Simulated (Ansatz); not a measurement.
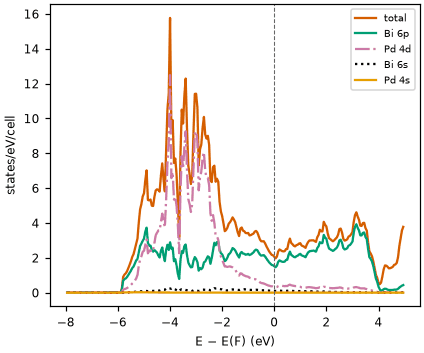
Fig. 1. Total and projected density of states of Bi$_{2}$Pd in space group C2/m (No. 12; Bi on 4i, Bi on 4i, Pd on 4i), the program Ansatz at the r²SCAN level (PAW)

### Question
Which orbitals carry the states next to the Fermi level?

### Answer
Within 0.5 eV of the Fermi level: Bi 6p 74 %, Pd 4d 17 %. Projections are on Löwdin-orthogonalised atomic valence shells; empty p or d shells of many metals are not among them.

### Question
Where is the tallest occupied peak in this window, and what makes it?

### Answer
Near -4.0 eV, about 16 states/eV per cell; the largest projected share is Pd 4d.

The workflow started from a Materials Project entry (that database holds measured and hypothetical structures alike); the Crystallography Open Database files this formula in space group No. 12, but the cells were not matched. Whether it is the stable phase at ambient conditions was not checked. Symmetry was held in the r²SCAN relaxation; whether a distortion lowers the energy is not shown. No spin polarisation was allowed. Scalar-relativistic: spin–orbit coupling is off unless named, which matters more the heavier the elements.

Potentials: the later of the program's two PAW sets.
